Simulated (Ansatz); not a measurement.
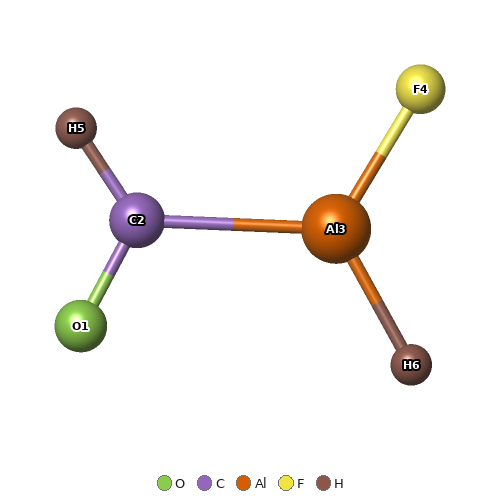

The system is CH2AlFO, SMILES O=[CH][AlH][F]; the picture shows the reference structure. The first coordinate is: angle O1–C2–Al3; the second: dihedral O1–C2–Al3–F4. Nothing is relaxed (all other coordinates rigid). Grid: 13 × 12 points; 137 points were computed and 19 follow by symmetry. All energies are given in kJ/mol relative to the relaxed molecule at the same level. Level of theory: Ansatz, RKS PBE0-D4/def2-TZVP.

Its coordinates:

```xyz
6

O    -0.1705    1.9063   -0.2552
C    -0.1558    0.7881   -0.7202
Al    0.1338   -0.7006    0.6048
F     0.1650   -2.2556    0.0556
H    -0.3001    0.6658   -1.8210
H     0.3275   -0.4040    2.1360
```

Range: angle O1–C2–Al3 from 70.6 to 160.6°; dihedral O1–C2–Al3–F4 from −180 to 150°.

Predict the map.

The lowest grid point is at angle O1–C2–Al3 = 115.6°, dihedral O1–C2–Al3–F4 = −180°, 0 kJ/mol from the relaxed molecule at the same level. The highest grid point, angle O1–C2–Al3 = 160.6°, dihedral O1–C2–Al3–F4 = −180°, lies 277 kJ/mol above the lowest. On the interpolated surface the easiest way out of the lowest well to its copy in the next cell or period passes a barrier of about 8.6 kJ/mol. Round the minimum the two coordinates are nearly uncoupled.

```tsv
dihedral O1–C2–Al3–F4 ↓, angle O1–C2–Al3 →	70.6	78.1	85.6	93.1	100.6	108.1	115.6	123.1	130.6	138.1	145.6	153.1	160.6
150	184	134	90	53	25	7	1	8	29	66	119	189	271
120	151	112	78	48	24	9	4	11	31	67	118	184	260
90	138	105	75	48	26	11	6	13	33	67	116	180	255
60	159	121	87	57	31	15	8	14	33	67	116	180	256
30	203	153	108	69	38	18	9	13	32	66	116	183	263
0	230	171	119	75	42	19	9	13	31	65	116	184	268
−30	203	153	108	69	38	18	9	13	32	66	116	183	263
−60	159	122	87	57	32	15	8	14	33	66	116	180	256
−90	138	105	75	48	26	11	6	13	33	67	116	180	255
−120	151	112	78	48	24	9	4	11	31	67	118	184	260
−150	184	134	90	53	25	7	1	8	29	66	119	189	271
−180	203	146	96	56	25	6	0	7	28	66	120	191	277
```

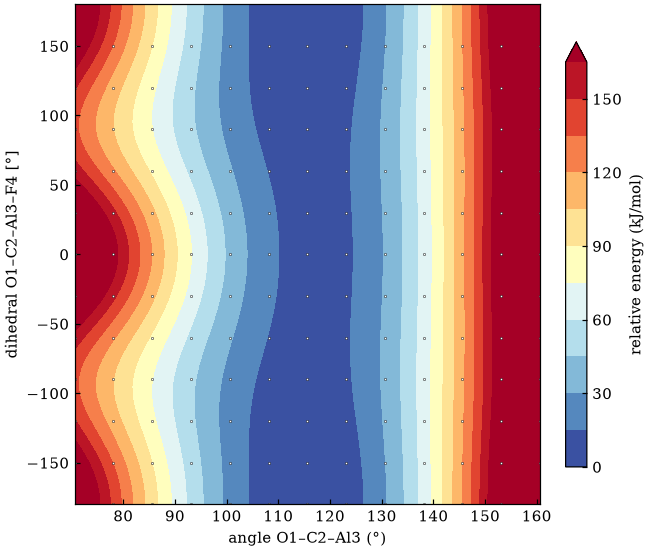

In the figure: filled contours, dots at the grid points, one colour for all values above the top of the scale. Between grid points the surface is interpolated.

Each point was launched as `ansatz run input.yaml --threads 1 --pin off --max-ram 2560MiB --backend cpu --events-out ev --progress --plain --runs-dir out`. The whole map (137 points run) took 6.9 min on 1 thread of AMD EPYC 7R13 Processor (Zen 3), on a shared host.
